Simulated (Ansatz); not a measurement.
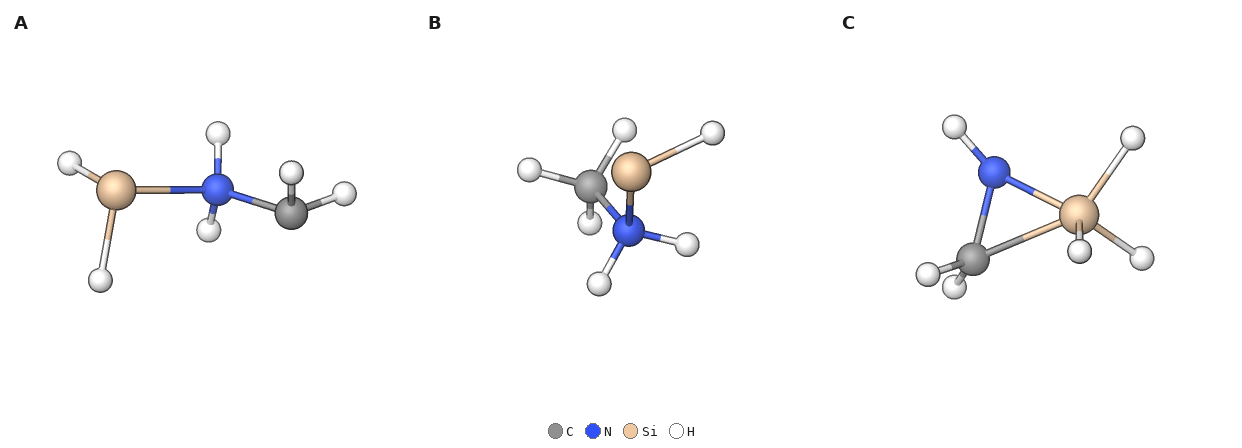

3 stationary structures of one formula. State: charge −1, singlet. Geometries: PBE-D4/def2-SVPD. Electronic energies: PBE-D4/def2-SVPD (Ansatz 0.2.0), without zero-point energy. No frequency run is at hand to confirm each as a minimum. Each is one conformer, not always the lowest.

**Which is lowest in energy, and by how much?**

C is lowest; A lies 20.8 kcal/mol above it, B lies 28.2 kcal/mol above it.
